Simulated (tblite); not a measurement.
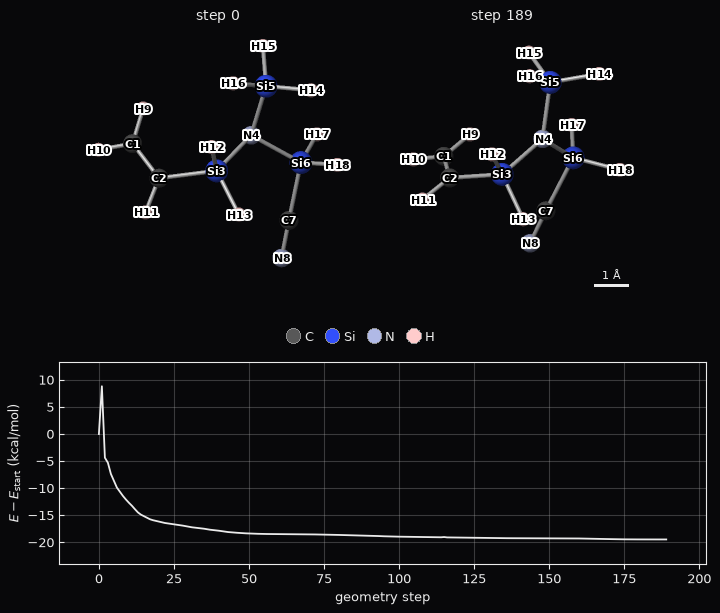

First and last geometry of a relaxation of C3H10N2Si3, with the history of the run. The picture is a ball-and-stick view, seen at a tilt.

These are results of GFN2-xTB geometry optimisation, gas phase (tblite), not measurements. 

Question: What do the curves and the structures tell?

Answer: It converged. The atom that moves furthest after the best rigid fit is H9 (1.84 Å). Largest moves by element: H 1.84 Å, N 1.14 Å, C 1.11 Å, Si 0.51 Å. Near-neighbour distances that change, for instance: N4–Si5 1.796 → 1.746 Å, N4–Si6 1.784 → 1.733 Å, C2–Si3 1.837 → 1.881 Å, Si6–C7 1.823 → 1.867 Å. Among the angles between lasting bonds that change: Si3–N4–Si5 107.1° → 122.5°, Si3–N4–Si6 113.9° → 120.5°, Si5–N4–Si6 110.5° → 116.8°. Groups turn about C2–Si3 by about 50°. The energy falls by 19.5 kcal/mol in 189 geometry steps. The run took 3 s on 1 thread of Arm Neoverse N1 (shared host).
